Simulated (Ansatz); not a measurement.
**GeH5 (doublet): the correlation ladder at distance H1–H2 along a hydrogen transfer = 0.797 Å, cc-pVTZ**

Aim: climb from Hartree-Fock through coupled cluster and multireference methods for GeH5 (doublet) at one geometry and basis, and see what each rung misses.

Computed with Ansatz 0.2.0, Gaussian basis. Level: cc-pVTZ, core rule «outside noble gas», up to 14 orbitals frozen.

To be run: UHF; CCSD(T) on ROHF; CCSD(T) on UHF; BCCD(T) on ROHF; CISD; CCSDT(Q) on ROHF; CCSDT(Q) on UHF; CASSCF and NEVPT2, 3 electrons in 3 orbitals; CASSCF and NEVPT2, 9 electrons in 9 orbitals.

## (1) What is computed

The geometry derives from fragments relaxed apart (PBE0/def2-TZVP) and kept rigid, so it is no stationary point. A hydrogen atom is moved between rigid fragments. No spin-orbit coupling is included. The filled d shell of Ge may be among the frozen orbitals whatever the setting's name suggests; the logs give the count.

6 atoms, charge 0, spin multiplicity 2.

Atoms are counted from 1 here; the program's logs count them from 0.

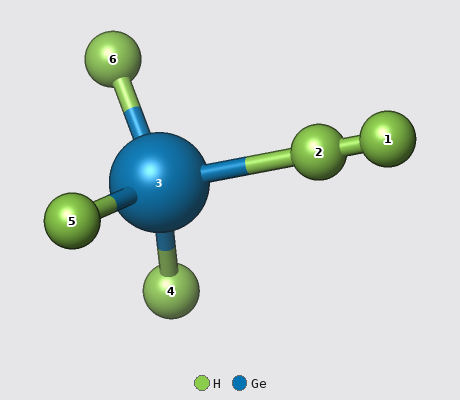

The structure; hydrogen green, germanium blue; atoms are numbered from 1 in the order of the file.

## (2) UHF

in.yaml reads:

```yaml
crystal:
  periodic: [false, false, false]
  atoms:
    - {symbol: H, position_ang: [-2.599100, 0.000000, -0.000001]}
    - {symbol: H, position_ang: [-1.802100, 0.000000, -0.000001]}
    - {symbol: Ge, position_ang: [0.039900, 0.000000, 0.000000]}
    - {symbol: H, position_ang: [0.508568, -1.465915, 0.000000]}
    - {symbol: H, position_ang: [0.508569, 0.732957, -1.269519]}
    - {symbol: H, position_ang: [0.508568, 0.732957, 1.269520]}
basis:
  gaussian: {orbitals: cc-pVTZ}
magnetization: {spin_polarized: true, initial_magnetization: 1}
hamiltonian: {xc: hf}
output: {orbitals: {seedname: orbitals}}
```

Started as:

```
$ ansatz run in.yaml --threads 1 --pin off --events-out ev --progress --plain --max-ram 7936MiB --backend cpu
```

The runs that follow: CCSD(T) on ROHF; CCSD(T) on UHF; BCCD(T) on ROHF; CISD; CCSDT(Q) on ROHF; CCSDT(Q) on UHF; CASSCF and NEVPT2, 3 electrons in 3 orbitals; CASSCF and NEVPT2, 9 electrons in 9 orbitals.

Before running them: what should the planned runs give, taken together? Wanted: UCCSDT(Q) below the RHF energy; RMP2 from UCCSDT(Q); UMP2 from UCCSDT(Q); RCCSD from UCCSDT(Q); RCCSD(T) from UCCSDT(Q); UCCSD(T) from UCCSDT(Q); RCCSDT(Q) from UCCSDT(Q); NEVPT2 pair from UCCSDT(Q); NEVPT2 valence from UCCSDT(Q).

The runs gave:

```
                         quantity                                                   value
   UCCSDT(Q) below the RHF energy                                              -5.3161 eV
              RMP2 from UCCSDT(Q)                                             +1028.8 meV
              UMP2 from UCCSDT(Q)                                             +1033.6 meV
             RCCSD from UCCSDT(Q)                                              +147.4 meV
          RCCSD(T) from UCCSDT(Q)                                               +29.1 meV
          UCCSD(T) from UCCSDT(Q)                                               +25.8 meV
         RCCSDT(Q) from UCCSDT(Q)                                                +4.2 meV
       NEVPT2 pair from UCCSDT(Q)                                             +1026.4 meV
    NEVPT2 valence from UCCSDT(Q)                                              +974.3 meV
levels within 1 kcal/mol (43 meV)  RCCSD(T), UCCSD(T), BCCD(T), RCCSDT, UCCSDT, RCCSDT(Q)
                    T1 diagnostic                                                   0.019
   effectively unpaired electrons                                                    1.02
```

RCCSD(T) misses by +29.1 meV, 0.5 % of the correlation energy. One determinant dominates. Of the multireference levels listed NEVPT2 valence comes nearest in total energy (+974.3 meV), which doesn't show that its space is the better one. These misses are within one basis, not against nature; the frozen cores of restricted and unrestricted runs differ, which can shift their rows.
